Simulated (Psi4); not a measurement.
# One shape, several levels: triplet CH3ClSi

Aim: a comparison of 3 runs (UB3LYP/6-311+G**, UCAM-B3LYP/6-311+G**, UM06-2X/6-311+G**) of triplet CH3ClSi. 

The results are computed with Psi4 1.11.

1 further run of the same task is left out (set aside as unsound or not needed).

## Step 1: The structure to begin with

CH3ClSi has 6 atoms, charge 0, and is taken as a triplet. As SMILES of the parent species, `C[Si]Cl`. Geometry: relaxed at PBE0-D4/def2-TZVP. That shape belongs to the parent species and isn't relaxed for this state.

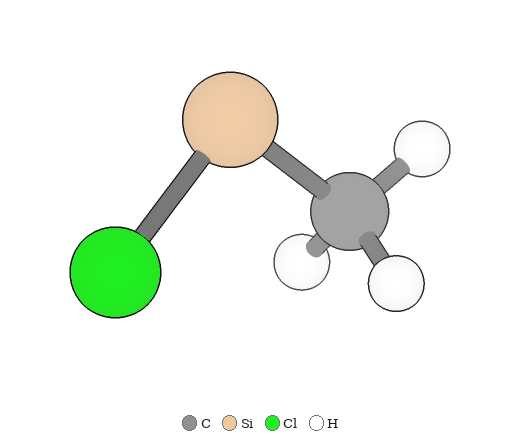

Viewed from a chosen angle; carbon grey, silicon light orange, chlorine green, hydrogen white.

## Step 2: Energy and forces at UB3LYP/6-311+G(d,p) (run 1)

Contents of ch3clsi.xyz:

```xyz
6
CH3ClSi
C     -0.420900     0.376200    -0.177100
Si     0.228200    -0.642100     1.273100
Cl     1.857700    -1.533900     0.308500
H      0.353800     1.065800    -0.531400
H     -1.308700     0.949900     0.100100
H     -0.668100    -0.280000    -1.019400
```

Contents of run.py:

```python
import numpy as np
from ase.calculators.psi4 import Psi4
from ase.io import read

mol = read('ch3clsi.xyz')
calc = Psi4(atoms=mol, method='b3lyp', basis='6-311+G**', memory='1600MB', num_threads=1, charge=0, multiplicity=3, label='calc', reference='uks')
calc.psi4.set_options({'puream': True, 'e_convergence': 1e-09, 'd_convergence': 1e-08, 'scf_type': 'pk', 'dft_radial_points': 99, 'dft_spherical_points': 590, 'maxiter': 200})
mol.calc = calc

forces = mol.get_forces()
print(f'energy: {mol.get_potential_energy():.6f} eV')
print('forces / eV A^-1')
print(np.round(forces, 5))
```

Run with:

```sh
$ python run.py
```

calc.dat:

```text
[...]
  Running in c1 symmetry.
[...]
  Nuclear repulsion =  128.153233316674090
[...]
  Multiplicity = 3
[...]
  Nalpha       = 21
  Nbeta        = 19
[...]
    Number of basis functions: 100
[...]
   @UKS iter   1:  -789.27158624363256   -9.24690e-02   8.50291e-03 ADIIS/DIIS
[...]
   @UKS iter  13:  -789.61335130123166   -1.09139e-11   5.79023e-09 DIIS
[...]
   @S^2 Observed:                2.002309474E+00
[...]
  @UKS Final Energy:  -789.61335130123166
   => Energetics <=
    Nuclear Repulsion Energy =            128.1532333166740898
    One-Electron Energy =               -1344.5539647234872973
    Two-Electron Energy =                 471.6930892196069749
    DFT Exchange-Correlation Energy =     -44.9057091140254343
    Empirical Dispersion Energy =           0.0000000000000000
    VV10 Nonlocal Energy =                  0.0000000000000000
    Total Energy =                       -789.6133513012317735
[...]
 Multipole Moments:
 ------------------------------------------------------------------------------------
     Multipole            Electronic (a.u.)      Nuclear  (a.u.)        Total (a.u.)
 ------------------------------------------------------------------------------------
 L = 1.  Multiply by 2.5417464519 to convert [e a0] to [Debye]
 Dipole X            :          4.1006108           -4.8083688           -0.7077581
 Dipole Y            :         -4.1044817            4.6253043            0.5208226
 Dipole Z            :          2.7184537           -2.6683698            0.0500839
 Magnitude           :                                                    0.8801625
[...]
  -Total Gradient:
     Atom            X                  Y                   Z
    ------   -----------------  -----------------  -----------------
       1        0.014519137193    -0.013945107670     0.007852064705
       2       -0.007198001797     0.002556128821     0.008158779342
       3       -0.008040476172     0.008752601166    -0.007305651777
       4       -0.000200834331     0.000572778820    -0.005226201881
       5       -0.000200198762    -0.000259462036     0.001133375142
       6        0.001115711848     0.002327279530    -0.004614219223
[...]
```

On the terminal:

```text
energy: -21486.473712 eV
forces / eV A^-1
[[-0.7466   0.71709 -0.40377]
 [ 0.37014 -0.13144 -0.41954]
 [ 0.41346 -0.45008  0.37567]
 [ 0.01033 -0.02945  0.26874]
 [ 0.01029  0.01334 -0.05828]
 [-0.05737 -0.11967  0.23727]]
```

It took 21 s on 1 thread of Intel Xeon 6975P-C (Granite Rapids), shared host; peak memory 0.8 GiB.

## Step 3: Energy and gradient at UCAM-B3LYP/6-311+G(d,p) (run 2)

ch3clsi.xyz is that of step 2.

Contents of run.py:

```python
import numpy as np
from ase.calculators.psi4 import Psi4
from ase.io import read

a = read('ch3clsi.xyz')
calc = Psi4(atoms=a, method='cam-b3lyp', basis='6-311+G**', memory='1600MB', num_threads=1, charge=0, multiplicity=3, label='psi4-calc', reference='uks')
calc.psi4.set_options({'puream': True, 'e_convergence': 1e-09, 'd_convergence': 1e-08, 'scf_type': 'pk', 'dft_radial_points': 99, 'dft_spherical_points': 590, 'maxiter': 200})
a.calc = calc

forces = a.get_forces()
print(f'energy: {a.get_potential_energy():.6f} eV')
print('forces / eV A^-1')
print(np.round(forces, 5))
```

Run with:

```sh
$ python run.py
```

psi4-calc.dat:

```text
[...]
  Running in c1 symmetry.
[...]
  Nuclear repulsion =  128.153233316674090
[...]
  Multiplicity = 3
[...]
  Nalpha       = 21
  Nbeta        = 19
[...]
    Number of basis functions: 100
[...]
   @UKS iter   1:  -789.34371150403035   -2.78490e-01   7.03821e-03 ADIIS/DIIS
[...]
   @UKS iter  13:  -789.56816023413603   -1.67120e-11   9.82016e-09 DIIS
[...]
   @S^2 Observed:                2.002807360E+00
[...]
  @UKS Final Energy:  -789.56816023413603
   => Energetics <=
    Nuclear Repulsion Energy =            128.1532333166740898
    One-Electron Energy =               -1344.5375913250591111
    Two-Electron Energy =                 469.0364635166933454
    DFT Exchange-Correlation Energy =     -42.2202657424443686
    Empirical Dispersion Energy =           0.0000000000000000
    VV10 Nonlocal Energy =                  0.0000000000000000
    Total Energy =                       -789.5681602341360303
[...]
 Multipole Moments:
 ------------------------------------------------------------------------------------
     Multipole            Electronic (a.u.)      Nuclear  (a.u.)        Total (a.u.)
 ------------------------------------------------------------------------------------
 L = 1.  Multiply by 2.5417464519 to convert [e a0] to [Debye]
 Dipole X            :          4.0571254           -4.8083688           -0.7512435
 Dipole Y            :         -4.0892559            4.6253043            0.5360483
 Dipole Z            :          2.7678984           -2.6683698            0.0995286
 Magnitude           :                                                    0.9282352
[...]
  -Total Gradient:
     Atom            X                  Y                   Z
    ------   -----------------  -----------------  -----------------
       1        0.013594836597    -0.012210487488     0.004995626889
       2       -0.009743393547     0.002318986268     0.014175036918
       3       -0.004163373065     0.006639046737    -0.009623329993
       4        0.000470455808     0.001404346182    -0.005643582455
       5       -0.000891636430     0.000085515434     0.001630940642
       6        0.000728844559     0.001766559384    -0.005536682294
[...]
```

Standard output:

```text
energy: -21485.244001 eV
forces / eV A^-1
[[-0.69907  0.62789 -0.25689]
 [ 0.50103 -0.11925 -0.72891]
 [ 0.21409 -0.34139  0.49485]
 [-0.02419 -0.07221  0.2902 ]
 [ 0.04585 -0.0044  -0.08387]
 [-0.03748 -0.09084  0.28471]]
```

Run time: 26 s. Hardware: 1 thread of Intel Xeon 6975P-C (Granite Rapids), shared host; peak memory 0.9 GiB.

## Step 4: Energy and gradient at UM06-2X/6-311+G(d,p) (run 3)

Contents of calc.dat:

```
memory 1600 mb

molecule molecule1 {
  0 3
  C
  Si 1 1.887153
  Cl 2 2.093091 1 98.25252
  H 1 1.096009 2 110.16974 3 -58.83986
  H 1 1.092776 4 109.02208 2 122.75802
  H 1 1.095982 5 109.02846 4 -116.15598
  symmetry c1
  no_reorient
  no_com
}

set {
  basis                6-311+G**
  reference            uks
  puream               true
  e_convergence        1e-09
  d_convergence        1e-08
  scf_type             pk
  dft_radial_points    99
  dft_spherical_points 590
  maxiter              200
}

energy_value, wavefunction = gradient('m06-2x', return_wfn=True)
```

Run with:

```sh
$ psi4 -n 1 calc.dat calc.out
```

calc.out:

```text
[...]
  Running in c1 symmetry.
[...]
  Nuclear repulsion =  128.153237563416525
[...]
  Multiplicity = 3
[...]
  Nalpha       = 21
  Nbeta        = 19
[...]
    Number of basis functions: 100
[...]
   @UKS iter   1:  -789.30772191115113   -2.45389e-01   6.77896e-03 ADIIS/DIIS
[...]
   @UKS iter  13:  -789.52105664193959   -4.77485e-12   4.67194e-09 DIIS
[...]
   @S^2 Observed:                2.004228944E+00
[...]
  @UKS Final Energy:  -789.52105664193959
   => Energetics <=
    Nuclear Repulsion Energy =            128.1532375634165248
    One-Electron Energy =               -1344.5731566135057165
    Two-Electron Energy =                 453.3132446376493476
    DFT Exchange-Correlation Energy =     -26.4143822294997754
    Empirical Dispersion Energy =           0.0000000000000000
    VV10 Nonlocal Energy =                  0.0000000000000000
    Total Energy =                       -789.5210566419395946
[...]
 Multipole Moments:
 ------------------------------------------------------------------------------------
     Multipole            Electronic (a.u.)      Nuclear  (a.u.)        Total (a.u.)
 ------------------------------------------------------------------------------------
 L = 1.  Multiply by 2.5417464519 to convert [e a0] to [Debye]
 Dipole X            :         -0.0002506            0.0003522            0.0001017
 Dipole Y            :         -2.7749965            3.6320150            0.8570185
 Dipole Z            :          5.7917478           -6.2002026           -0.4084547
 Magnitude           :                                                    0.9493766
[...]
  -Total Gradient:
     Atom            X                  Y                   Z
    ------   -----------------  -----------------  -----------------
       1       -0.000041967666    -0.011152991096     0.011836247160
       2        0.000019485935     0.016461788395     0.008258088372
       3       -0.000006597339    -0.001180790179    -0.011599940850
       4       -0.000253345183    -0.002902413982    -0.004742848884
       5       -0.000002542741     0.001601766525     0.001074603929
       6        0.000285004854    -0.002903361295    -0.004767681098
[...]
```

It took 35 s on 1 thread of Intel Xeon 6975P-C (Granite Rapids), shared host; peak memory 0.79 GiB.

## Step 5: All runs side by side

| run | level | energy (Eh) | dipole moment (D) | HOMO energy (eV) | LUMO energy (eV) | wall time |
| --- | --- | --- | --- | --- | --- | --- |
| 1 | UB3LYP/6-311+G** | -789.613351 | 2.24 | -4.84 | -4.64 | 21 s |
| 2 | UCAM-B3LYP/6-311+G** | -789.568160 | 2.36 | -6.31 | -3.38 | 26 s |
| 3 | UM06-2X/6-311+G** | -789.521057 | 2.41 | -6.01 | -3.74 | 35 s |

## Step 6: What came out

```
                                 quantity          value
                      run 3: total energy  -789.52106 Eh
                     run 3: dipole moment         2.41 D
run 3: HOMO energy (highest over α and β)       -6.01 eV
 run 3: LUMO energy (lowest over α and β)       -3.74 eV
                              run 3: ⟨S²⟩          2.004
          run 3: largest force on an atom     0.947 eV/Å
```

What this shows: The dipole moment (its size) runs from 2.24 D (UB3LYP/6-311+G**) to 2.41 D (UM06-2X/6-311+G**). Totals of different functionals can't be ranked against each other. All runs together took 82 s, the longest 35 s.
